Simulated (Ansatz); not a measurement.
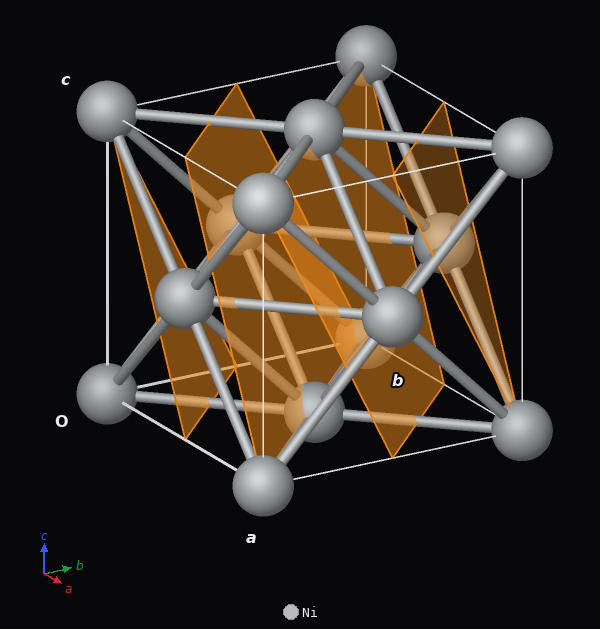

Crystal: Ni, the input geometry of an electronic-structure calculation (not necessarily at equilibrium). Every member of one family of equally spaced planes, hx + ky + lz = a whole number, that cuts the unit cell is shaded (one member passes through the origin O, touching the cell only at an edge or corner). Geometry calculated from the standardised cell; symmetry tolerance 0.002 Å.

a = 3.520 Å, b = 3.520 Å, c = 3.520 Å, α = 90.00°, β = 90.00°, γ = 90.00°.

> Index the planes.

(2 2 1); the opposite sign names the same planes. The member next to the origin meets the axes a at 1/2, b at 1/2, c at 1.

> What is the spacing?

d = 1.173 Å.

> Which atoms of the cell lie in these planes (within 0.03 Å)?

2 of the 4 Ni.
